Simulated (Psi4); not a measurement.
# TPSSh/def2-TZVPPD (core potential) run of SnO (tin(ii) oxide)

What is the vertical singlet–triplet gap of SnO (tin(ii) oxide) at TPSSh/def2-TZVPPD (core potential)? 

The calculation is run with Psi4 1.11.

### 1 The structure to begin with

SnO: 2 atoms, total charge 0, spin state singlet. SMILES: `[O]=[Sn]`. The coordinates come from a PBE0-D4/def2-TZVP relaxation.

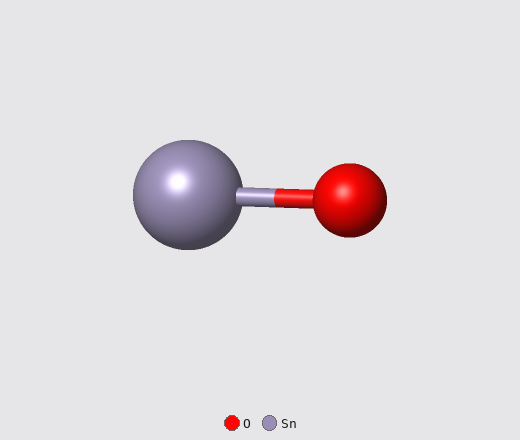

Viewed from a chosen angle; oxygen red, tin purple.

### 2 Energy and gradient at TPSSh/def2-TZVPPD (core potential)

Contents of input.json:

```json
{
 "schema_name": "qcschema_input",
 "schema_version": 1,
 "molecule": {
  "schema_name": "qcschema_molecule",
  "schema_version": 2,
  "symbols": ["O", "Sn"],
  "geometry": [0.0, 0.0, -0.01337926, 0.0, 0.0, 3.4216515],
  "molecular_charge": 0,
  "molecular_multiplicity": 1,
  "fix_symmetry": "c1"
 },
 "driver": "gradient",
 "model": {
  "method": "tpssh",
  "basis": "def2-TZVPPD"
 },
 "keywords": {
  "puream": true,
  "e_convergence": 1e-09,
  "d_convergence": 1e-08,
  "scf_type": "pk",
  "dft_radial_points": 99,
  "dft_spherical_points": 590,
  "scf_properties": ["MULLIKEN_CHARGES", "QUADRUPOLE", "WIBERG_LOWDIN_INDICES"]
 }
}
```

Launch:

```console
$ psi4 --qcschema input.json -n 1 --memory 2200MB
```

stdout:

```text
[...]
    !!!  WARNING: ECP capability is in beta. Please check occupations closely.  !!!
[...]
  Running in c1 symmetry.
[...]
  Nuclear repulsion =   51.236804645091453
[...]
  Multiplicity = 1
[...]
  Nalpha       = 15
  Nbeta        = 15
[...]
    Number of basis functions: 96
[...]
   @RKS iter   1:  -288.92152676034925   -8.67561e-01   1.20305e-02 ADIIS/DIIS
[...]
   @RKS iter  13:  -289.47666517326195   -3.97904e-13   4.03497e-09 DIIS
[...]
    Orbital Energies [Eh]
    ---------------------
    Doubly Occupied:
       1A    -19.020464     2A     -5.035278     3A     -3.392786
       4A     -3.392786     5A     -3.378973     6A     -1.013554
       7A     -1.000031     8A     -1.000031     9A     -0.989090
      10A     -0.989090    11A     -0.830708    12A     -0.412166
      13A     -0.265563    14A     -0.265563    15A     -0.257818
[...]
  @RKS Final Energy:  -289.47666517326195
   => Energetics <=
    Nuclear Repulsion Energy =             51.2368046450914534
    One-Electron Energy =                -582.5804924557035065
    Two-Electron Energy =                 265.8674168087907219
    DFT Exchange-Correlation Energy =     -24.0003941714405791
    Empirical Dispersion Energy =           0.0000000000000000
    VV10 Nonlocal Energy =                  0.0000000000000000
    Total Energy =                       -289.4766651732619493
[...]
 Multipole Moments:
 ------------------------------------------------------------------------------------
     Multipole            Electronic (a.u.)      Nuclear  (a.u.)        Total (a.u.)
 ------------------------------------------------------------------------------------
 L = 1.  Multiply by 2.5417464519 to convert [e a0] to [Debye]
 Dipole X            :         -0.0000000            0.0000000           -0.0000000
 Dipole Y            :         -0.0000000            0.0000000           -0.0000000
 Dipole Z            :         16.9712479          -15.3512859            1.6199620
 Magnitude           :                                                    1.6199620
 L = 2.  Multiply by 1.3450342976 to convert [e a0^2] to [Debye ang]
 Quadrupole XX       :        -20.0713383            0.0000000          -20.0713383
 Quadrupole XY       :          0.0000000            0.0000000            0.0000000
[...]
  Mulliken Charges: (a.u.)
   Center  Symbol    Alpha    Beta     Spin     Total
       1     O     4.33940  4.33940  0.00000 -0.67881
       2    SN    10.66060 10.66060  0.00000  0.67881
   Total alpha = 15.00000, Total beta = 15.00000, Total charge = -0.00000
  Wiberg Bond Indices using Orthogonal Lowdin Orbitals:
[...]
  -Total Gradient:
     Atom            X                  Y                   Z
    ------   -----------------  -----------------  -----------------
       1        0.000000000882     0.000000000561     0.009992933536
       2       -0.000000000882    -0.000000000561    -0.009981917956
[...]
```

The result, in JSON:

```text
{
 "driver": "gradient",
 "model": {
  "method": "tpssh",
  "basis": "def2-TZVPPD"
 },
 "success": true,
 "return_result": [8.822158772280404e-10, 5.614315844666161e-10, 0.009992933535923176, -8.823718285802602e-10, -5.613665378769716e-10, -0.009981917955891872],
 "properties": {
  "calcinfo_nbasis": 96,
  "calcinfo_nmo": 96,
  "calcinfo_nalpha": 15,
  "calcinfo_nbeta": 15,
  "calcinfo_natom": 2,
  "nuclear_repulsion_energy": 51.23680464509145,
  "return_energy": -289.47666517326195,
  "return_gradient": [8.822158772280404e-10, 5.614315844666161e-10, 0.009992933535923176, -8.823718285802602e-10, -5.613665378769716e-10, -0.009981917955891872],
  "scf_one_electron_energy": -582.5804924557035,
  "scf_two_electron_energy": 265.8674168087907,
  "scf_xc_energy": -24.00039417144058,
  "scf_dipole_moment": [-2.0752379110811773e-08, -1.140701157073182e-08, 1.6199620315713563],
  "scf_total_energy": -289.47666517326195,
  "scf_total_gradient": [8.822158772280404e-10, 5.614315844666161e-10, 0.009992933535923176, -8.823718285802602e-10, -5.613665378769716e-10, -0.009981917955891872],
  "scf_iterations": 13
 }
}
```

Run time: 26 s. Hardware: 1 thread of Intel Xeon Platinum 8223CL at 3.00GHz (Skylake/Cascade Lake), shared host; peak memory 1.1 GiB.

### 3 The triplet at the same level

Contents of osn.xyz:

```xyz
2
OSn
O      0.000000     0.000000    -0.007080
Sn     0.000000     0.000000     1.810660
```

Contents of run.py:

```python
import numpy as np
from ase.calculators.psi4 import Psi4
from ase.io import read

a = read('osn.xyz')
calc = Psi4(atoms=a, method='tpssh', basis='def2-TZVPPD', memory='2200MB', num_threads=1, charge=0, multiplicity=3, label='psi4-calc', reference='uks')
calc.psi4.set_options({'puream': True, 'e_convergence': 1e-09, 'd_convergence': 1e-08, 'scf_type': 'pk', 'dft_radial_points': 99, 'dft_spherical_points': 590, 'maxiter': 100})
a.calc = calc

forces = a.get_forces()
print(f'energy: {a.get_potential_energy():.6f} eV')
print('forces / eV A^-1')
print(np.round(forces, 5))
```

Launch:

```console
$ python run.py
```

psi4-calc.dat:

```text
[...]
    !!!  WARNING: ECP capability is in beta. Please check occupations closely.  !!!
[...]
  Running in c1 symmetry.
[...]
  Nuclear repulsion =   51.236804536358335
[...]
  Multiplicity = 3
[...]
  Nalpha       = 16
  Nbeta        = 14
[...]
    Number of basis functions: 96
[...]
   @UKS iter   1:  -288.97507541372215   -9.02975e-01   1.01114e-02 ADIIS/DIIS
[...]
   @UKS iter  18:  -289.36764105733158   -1.70530e-12   2.36224e-09 DIIS
[...]
   @S^2 Observed:                2.009442798E+00
[...]
    Orbital Energies [Eh]
    ---------------------
    Alpha Occupied:
       1A    -19.079829     2A     -5.051611     3A     -3.409562
       4A     -3.404690     5A     -3.399399     6A     -1.050465
       7A     -1.014230     8A     -1.008960     9A     -1.008396
      10A     -1.005556    11A     -0.891483    12A     -0.464414
      13A     -0.333653    14A     -0.316160    15A     -0.311313
      16A     -0.152582
    Alpha Virtual:
      17A     -0.117122    18A     -0.024500    19A      0.004790
      20A      0.053501    21A      0.055978    22A      0.068194
      23A      0.069527    24A      0.071829    25A      0.091675
[...]
  @UKS Final Energy:  -289.36764105733158
   => Energetics <=
    Nuclear Repulsion Energy =             51.2368045363583349
    One-Electron Energy =                -581.7657330258028878
    Two-Electron Energy =                 265.1612554603545391
    DFT Exchange-Correlation Energy =     -23.9999680282416215
    Empirical Dispersion Energy =           0.0000000000000000
    VV10 Nonlocal Energy =                  0.0000000000000000
    Total Energy =                       -289.3676410573315820
[...]
 Multipole Moments:
 ------------------------------------------------------------------------------------
     Multipole            Electronic (a.u.)      Nuclear  (a.u.)        Total (a.u.)
 ------------------------------------------------------------------------------------
 L = 1.  Multiply by 2.5417464519 to convert [e a0] to [Debye]
 Dipole X            :         -0.0000791            0.0000000           -0.0000791
 Dipole Y            :         -0.0000052            0.0000000           -0.0000052
 Dipole Z            :         16.4523368          -15.3512859            1.1010509
 Magnitude           :                                                    1.1010509
[...]
  -Total Gradient:
     Atom            X                  Y                   Z
    ------   -----------------  -----------------  -----------------
       1       -0.000000028694    -0.000000003069     0.051746244646
       2        0.000000028533     0.000000003055    -0.051734885962
[...]
```

On the terminal:

```text
energy: -7874.094584 eV
forces / eV A^-1
[[ 0.       0.      -2.6609 ]
 [-0.      -0.       2.66031]]
```

Run time: 42 s. Hardware: 1 thread of Intel Xeon Platinum 8223CL at 3.00GHz (Skylake/Cascade Lake), shared host; peak memory 1.1 GiB.

### 4 Results

Level: TPSSh/def2-TZVPPD (core potential).

| quantity | value |
| --- | --- |
| singlet: total energy | -289.47667 Eh |
| singlet: dipole moment | 4.12 D |
| singlet: HOMO energy | -7.02 eV |
| singlet: LUMO energy | -2.66 eV |
| singlet: HOMO–LUMO gap | 4.35 eV |
| singlet: largest force on an atom | 0.514 eV/Å |
| triplet: total energy | -289.36764 Eh |
| triplet: dipole moment | 2.80 D |
| triplet: HOMO energy (highest over α and β) | -4.15 eV |
| triplet: ⟨S²⟩ | 2.009 |
| triplet: largest force on an atom | 2.661 eV/Å |
| vertical energy of the triplet above the singlet | 2.967 eV |

At this shape the triplet lies 2.97 eV (68 kcal/mol) above the singlet. The largest force (singlet) is 0.51 eV/Å: the shape isn't a stationary point for this species at this level.
